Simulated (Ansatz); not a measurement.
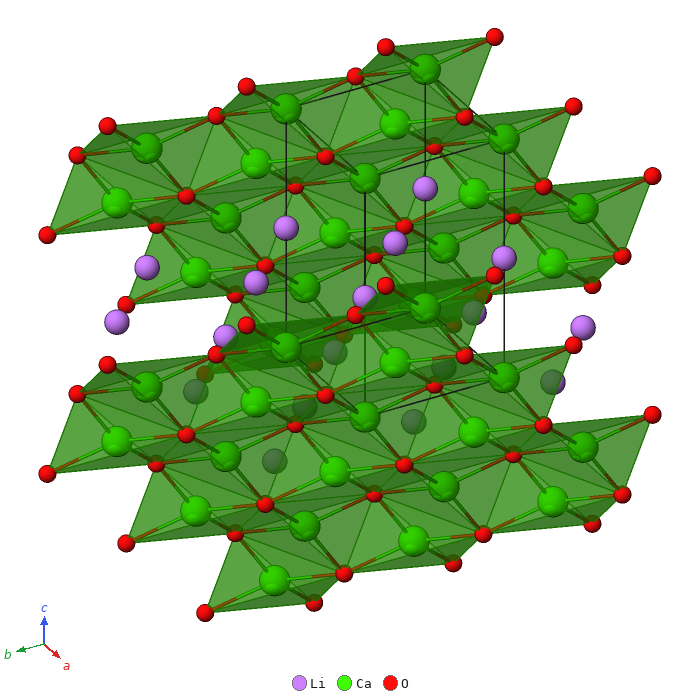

Polyhedra are drawn about Ca (bonds: Ca–O below 2.6 Å); other atoms are plain spheres.

The compound is LiCaO (space group P4/nmm, No. 129), taken as the input geometry of an electronic-structure calculation (not necessarily at equilibrium); the starting structure was generated, so it need not be a known form of this composition.

Sharing among the drawn polyhedra:

```tsv
site	polyhedron	corner-sharing neighbours	edge-sharing	face-sharing	bond (Å)
Ca	CaO4 square	4	4	0	2.28
```

They form layers of corner- and edge-sharing squares parallel to (001).
